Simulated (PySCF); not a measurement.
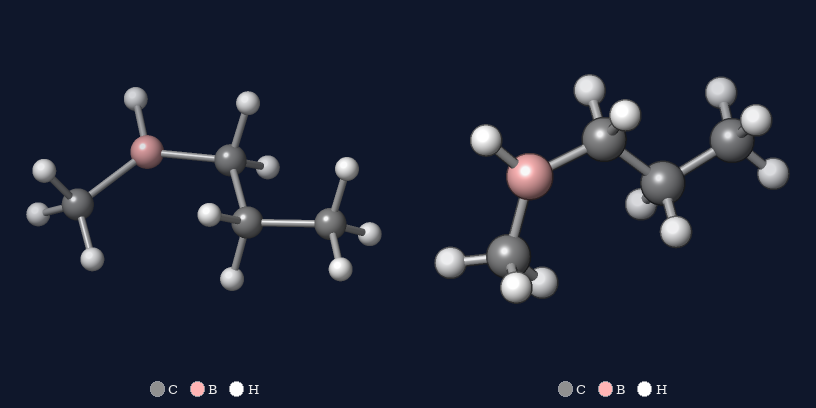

Both panels show the same species.

The computed structure is the end point of a PBE0-D3(BJ)/def2-SVP optimisation. No frequency run is at hand to confirm it as a minimum.

> Give the formula.

C₄H₁₁B, 16 atoms: 4 carbon, 11 hydrogen and 1 boron.

> Name some functional groups or characteristic bonds that it holds.

Among them: B–H bond.

> Count the bonded pairs by element.

10 C–H, 2 C–B, 2 C–C, 1 B–H.

> Write the SMILES.

CBCCC

More results for the same structure follow; atom numbers are the same in all pictures, views and colours differ.

### Shape

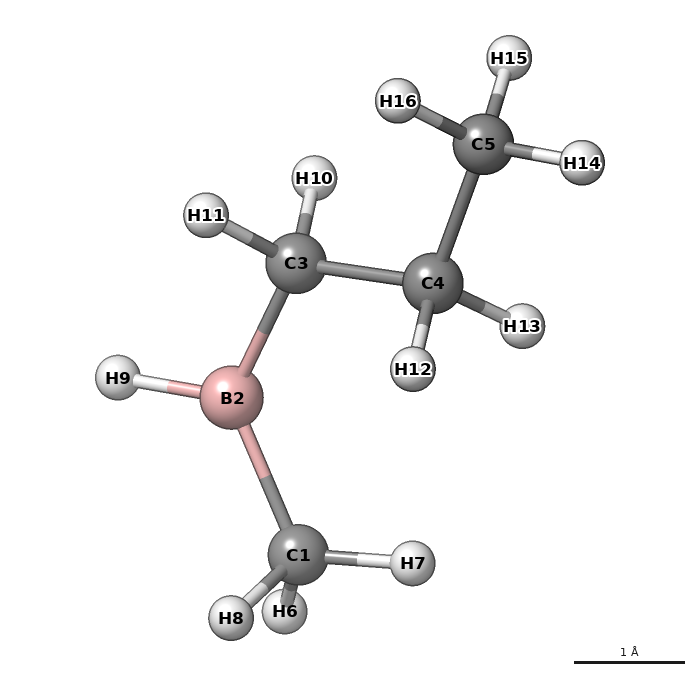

Atoms carry their numbers in the input. No frequency run is at hand to confirm it as a minimum.

List the bonds and their lengths.

```csv
bond,length (Å),order
C1–B2,1.563,single
C1–H6,1.101,single
C1–H7,1.100,single
C1–H8,1.109,single
B2–C3,1.567,single
B2–H9,1.218,single
C3–C4,1.524,single
C3–H10,1.111,single
C3–H11,1.109,single
C4–C5,1.521,single
C4–H12,1.104,single
C4–H13,1.104,single
C5–H14,1.101,single
C5–H15,1.102,single
C5–H16,1.102,single
```

### Charges

The questions are on Mulliken charges. No frequency run is at hand to confirm it as a minimum. Method: PBE0/cc-pVDZ, gas phase (PySCF 2.14.0).

> Which atom carries the highest charge (most positive or least negative)?

H8 (0.06 e).

> And the lowest?

C1 (−0.14 e).

List the Mulliken charges.

```csv
atom,value (e)
C1,−0.14
B2,0.03
C3,−0.09
C4,−0.12
C5,−0.08
H6,0.05
H7,0.04
H8,0.06
H9,−0.03
H10,0.05
H11,0.04
H12,0.03
H13,0.04
H14,0.04
H15,0.04
H16,0.04
```

### NMR shielding

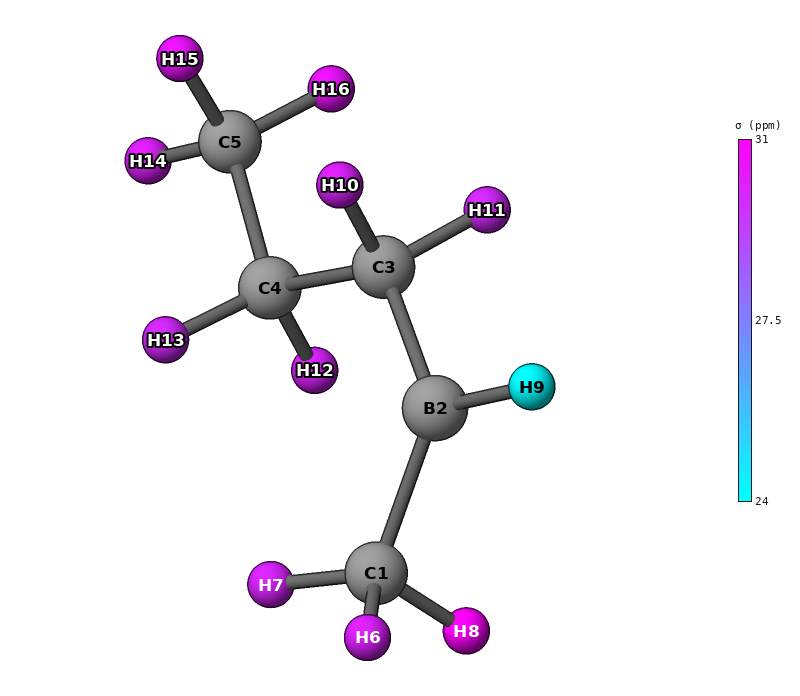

Atoms are coloured by their isotropic NMR shieldings (H only, the others grey). No frequency run is at hand to confirm it as a minimum. Level of theory: GIAO B97-2/pcSseg-1 NMR shielding, non-relativistic, gas phase (PySCF 2.14.0).

> Which H atom is the most shielded (lowest chemical shift)?

H8 (30.95 ppm).

> Which H atom is the least shielded (highest chemical shift)?

H9 (24.10 ppm).

> How wide is the range of H shifts?

6.85 ppm.

List the isotropic NMR shieldings of the H atoms.

```csv
atom,σ (ppm)
H6,30.04
H7,29.96
H8,30.95
H9,24.10
H10,30.04
H11,29.83
H12,30.04
H13,29.85
H14,30.10
H15,30.46
H16,30.47
```

### Dipole moment

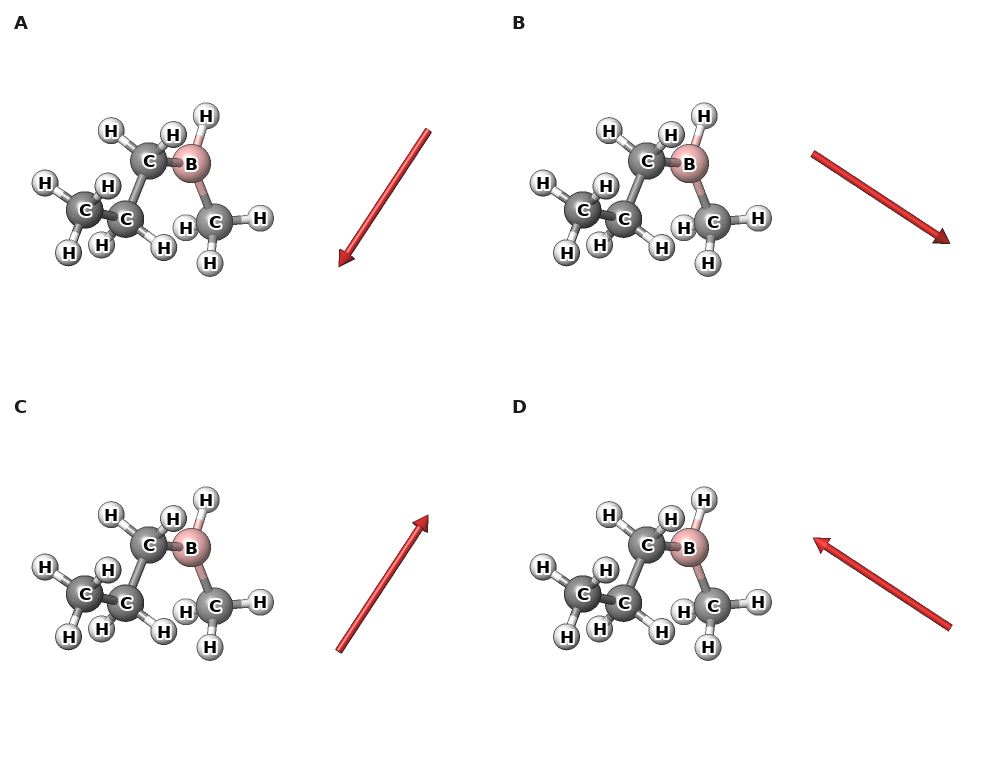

The same molecule four times, each with an arrow. No frequency run is at hand to confirm it as a minimum. Properties computed with PBE0/STO-3G, gas phase (PySCF 2.14.0).

> Which arrow points along the dipole moment, from the negative to the positive end?

A. The dipole moment is 0.26 D.

Mulliken values depend strongly on the basis set and can even reverse the polarity of a bond.
